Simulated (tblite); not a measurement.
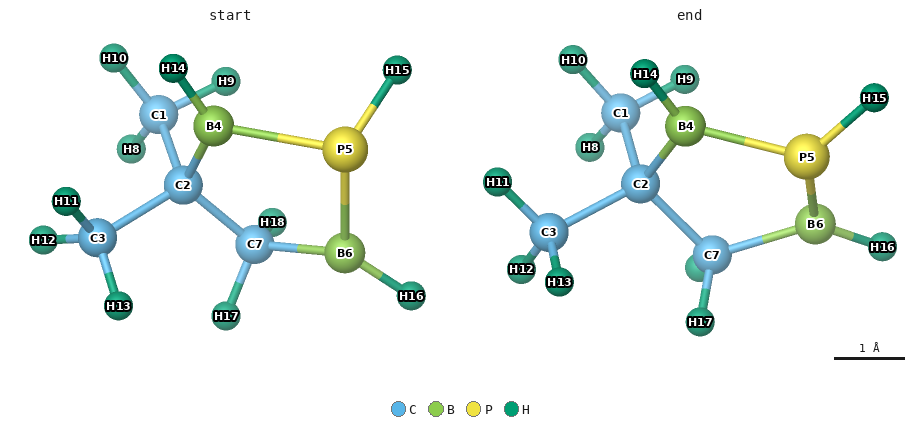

The structure of C4H11B2P before (left) and after (right) a relaxation, at one scale.

Style: ball-and-stick. Shown from a free direction.

These are results of tblite 0.8.0, GFN2-xTB geometry optimisation, gas phase, not measurements. 

Question: Describe what moved and what it gained.

Answer: The energy falls by 127.7 kJ/mol in 125 geometry steps. H16 moves most after the best rigid fit: 1.00 Å. By element the largest moves are H 1.00 Å, B 0.62 Å, P 0.18 Å, C 0.16 Å. Some distances before and after: B4–P5 1.943 → 1.804 Å, P5–B6 1.936 → 1.812 Å, C2–C7 1.447 → 1.556 Å, P5–H15 1.466 → 1.374 Å. Among the angles between lasting bonds that change: B4–P5–H15 108.1° → 123.7°, B6–P5–H15 111.9° → 124.8°, C3–C2–B4 105.6° → 114.0°. Groups turn about C2–C7 by about 35°, C2–C3 by about 35°, B6–C7 by about 35°. The run took 0.84 s on 1 thread of Arm Neoverse V1, with other jobs on the host.
